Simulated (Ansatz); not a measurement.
# B2PLYP/def2-TZVPP run of CH3F (fluoromethane)

What is the electronic atomisation energy of CH3F (fluoromethane) at B2PLYP/def2-TZVPP? 

The results are computed with Ansatz 0.2.0.

45 further runs of the same task are left out: 45 set aside as unsound or not needed.

## 1. The molecule

CH3F has 5 atoms, charge 0, and is taken as a singlet. As SMILES, `CF`. The coordinates come from a PBE0-D4/def2-TZVP relaxation.

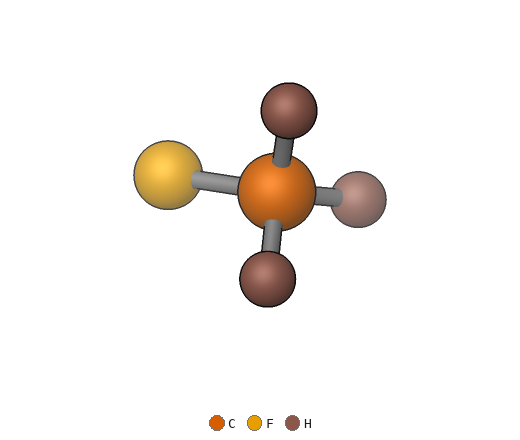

The structure, seen from a chosen angle (carbon orange, fluorine amber, hydrogen brown).

## 2. The energy at B2PLYP/def2-TZVPP

Input file in.yaml:

```yaml
crystal:
  periodic: [false, false, false]
  atoms:
    - {symbol: C, position_ang: [-0.050700, 0.032900, 0.007800]}
    - {symbol: F, position_ang: [1.094100, -0.710500, -0.168600]}
    - {symbol: H, position_ang: [-0.918700, -0.626900, -0.058000]}
    - {symbol: H, position_ang: [-0.104800, 0.796000, -0.772000]}
    - {symbol: H, position_ang: [-0.019800, 0.508500, 0.990700]}
basis:
  gaussian:
    orbitals: def2-TZVPP
hamiltonian:
  xc: {name: B2PLYP}
correlation:
  frozen_orbitals: {C: 1, F: 1, H: 0}
output:
  orbitals: {seedname: orbitals}
accuracy: high
```

Command:

```console
ansatz run in.yaml --threads 1 --pin off --max-ram 3480MiB --events-out events.jsonl --progress --plain --runs-dir runs
```

The program printed:

```text
Warning: RAYON_NUM_THREADS=1 ignored (pool sized by the plan → 1); use --threads N
Functional definition: B2PLYP
  name "B2PLYP"
  parameter a = 0.53
  parameter c = 0.27
  exchange = (1 - a)*b88_x + a*exact_x
  correlation = (1 - c)*lyp_c + c*(mp2_os + mp2_ss)
1796 factors; integrals over basis functions are off by at most 3.2e-9 eV
mean field evaluation 1: about -3796.7457 eV, gradient 2.5e1 eV
mean field evaluation 2: about -3796.7459 eV, gradient 2.5e1 eV
mean field evaluation 4: about -3797.9128 eV, gradient 2.7e0 eV
mean field evaluation 8: about -3797.9231 eV, gradient 8.2e-3 eV
mean field evaluation 16: about -3797.9231 eV, gradient 2.6e-7 eV
mean field -3797.92314457 eV, -139.5711012383 hartree, gradient 6.0e-8 eV, S^2 0.000000; 0 other end points of the search recorded, 0 dependent functions left out
2 core orbitals not correlated: weight in the atoms' cores, before any rotation towards them, 1.000 or more for the frozen orbitals, at most 0.000 for the correlated occupied ones
reference -3797.92316330 eV, -139.5711019263 hartree; 7, 7 occupied and 95, 95 virtual orbitals, 1796 factors
second order -13.94601441 eV of doubles, -0.00000000 eV of singles
Total energy: -3801.68858719 eV, -139.7094787021 hartree
```

It took 5.4 s on 1 thread of Arm Neoverse V1, shared host; peak memory 0.23 GiB.

## 3. The C atom, same level

Input file input.yaml:

```yaml
crystal:
  periodic: [false, false, false]
  atoms:
    - {symbol: C, position_ang: [0.000000, 0.000000, 0.000000]}
basis:
  gaussian: {orbitals: def2-TZVPP}
magnetization: {spin_polarized: true, initial_magnetization: 2}
hamiltonian: {xc: {name: B2PLYP}}
correlation: {frozen_orbitals: {C: 1}}
accuracy: high
```

Run the same way, it converges to -37.82703 Eh (log not shown).

## 4. The F atom at the same level

Input file input.yaml:

```yaml
crystal:
  periodic: [false, false, false]
  atoms:
    - {symbol: F, position_ang: [0.000000, 0.000000, 0.000000]}
basis:
  gaussian: {orbitals: def2-TZVPP}
magnetization: {spin_polarized: true, initial_magnetization: 1}
hamiltonian: {xc: {name: B2PLYP}}
correlation: {frozen_orbitals: {F: 1}}
accuracy: high
```

Command:

```console
ansatz run input.yaml --threads 1 --pin off --max-ram 3480MiB --events-out events.jsonl --progress --plain --runs-dir runs
```

The program printed, shortened:

```text
Warning: RAYON_NUM_THREADS=1 ignored (pool sized by the plan → 1); use --threads N
[... 2 set-up lines as earlier in the session ...]
[...]
309 factors; integrals over basis functions are off by at most 2.7e-9 eV
[...]
mean field -2711.80662688 eV, -99.6570554091 hartree, gradient 6.5e-8 eV, S^2 0.752226; 0 other end points of the search recorded, 0 dependent functions left out
1 core orbitals not correlated: weight in the atoms' cores, before any rotation towards them, 1.000 or more for the frozen orbitals, at most 0.000 for the correlated occupied ones
reference -2711.80663546 eV, -99.6570557245 hartree; 4, 3 occupied and 26, 27 virtual orbitals, 309 factors
second order -6.19977555 eV of doubles, -0.00000000 eV of singles
Total energy: -2713.48057485 eV, -99.7185718627 hartree
```

Run time: 0.6 s. Hardware: 1 thread of Arm Neoverse V1, shared host.

## 5. The H atom at the same level

Input file job.yaml:

```yaml
crystal:
  periodic: [false, false, false]
  atoms:
    - symbol: H
      position_ang: [0.000000, 0.000000, 0.000000]
basis:
  gaussian:
    orbitals: def2-TZVPP
total_charge: 0
magnetization:
  spin_polarized: true
  initial_magnetization: 1
hamiltonian:
  xc: {name: B2PLYP}
correlation:
  frozen_orbitals: {H: 0}
accuracy: high
```

Run the same way, it converges to -0.49861 Eh (log not shown).

## 6. Summary of results

Level: B2PLYP/def2-TZVPP, 2 core orbitals frozen.

| quantity | value |
| --- | --- |
| molecule: total energy | -139.70948 Eh |
| molecule: HOMO energy (SCF part's orbitals) | -11.60 eV |
| molecule: LUMO energy (SCF part's orbitals) | 2.49 eV |
| molecule: HOMO–LUMO gap (SCF part's orbitals) | 14.10 eV |
| C atom: total energy | -37.82703 Eh |
| C atom: ⟨S²⟩ | 2.006 |
| F atom: total energy | -99.71857 Eh |
| F atom: ⟨S²⟩ | 0.752 |
| H atom: total energy | -0.49861 Eh |
| H atom: ⟨S²⟩ | 0.750 |
| electronic atomisation energy | 18.178 eV |

In words: Taking the molecule apart into free atoms costs 18.18 eV (1754 kJ/mol), before zero-point energy and without spin-orbit coupling.
